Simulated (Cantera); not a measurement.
A closed system holds: 1 mol SiC, 0.0053 mol H2O, 42 mol H2, equilibrated at 975 K.

Cantera equilibrium calculation (NASA polynomials, part measured and part estimated; ideal gas, pure solids and liquids). Candidate condensed phases: C, C6H6, C7H8, C8H18, H2O, Si, SiC, SiO2; 123 gas species. Kinetics and transport are ignored.

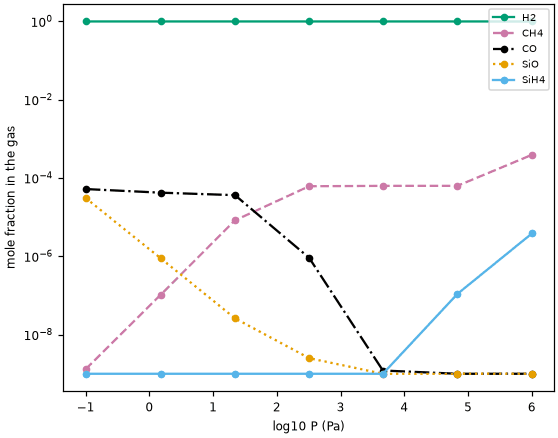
Figure: Equilibrium gas composition (values under 1e-9 drawn at 1e-9)

From 0.100 Pa to 0.680 bar the condensed part is SiC(s) + SiO2(β-quartz). At 10.0 bar the condensed part is Si(s) + SiC(s) + SiO2(β-quartz). The main Si-bearing gas is SiO at 0.100 Pa and SiH4 at 10.0 bar.
